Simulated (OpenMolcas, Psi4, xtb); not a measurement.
A ladder of methods for CH3ClF2Si (SMILES C[Si](F)(F)Cl)

CH3ClF2Si: 8 atoms, total charge 0, spin state singlet. SMILES: `C[Si](F)(F)Cl`. The shape is that of a PBE0-D4/def2-TZVP optimisation.

Each level gives the HOMO–LUMO gap (eV). The values are calculated.

```csv
level,kind,program,value (eV),CPU time
GFN0-xTB,semi-empirical,xtb,6.35,under 2 s
HF/def2-SVP,Hartree–Fock,OpenMolcas,17.32,6.6 s
SVWN5/def2-SVP,LDA,OpenMolcas,8.36,16 s
BLYP/def2-SVP,GGA,OpenMolcas,8.24,21 s
TPSS/def2-SVP,meta-GGA,OpenMolcas,8.86,28 s
PBE0/def2-SVP,global hybrid,OpenMolcas,10.87,20 s
CAM-B3LYP/def2-SVP (density fitting),range-separated hybrid,Psi4,13.09,4.6 s
B2PLYP/def2-SVP,double hybrid,OpenMolcas,13.15,17 s
```

The values span 6.35 to 17.32 eV. Orbital gaps aren't excitation energies, and those of double hybrids come from the SCF part alone; they tend to grow with the share of exact exchange. CPU times are rough (shared hosts, several kinds of processor): they show what a rung costs within a factor of a few.

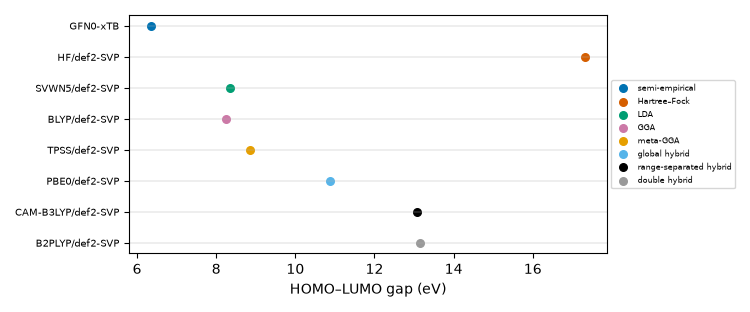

The values of the table, level by level.
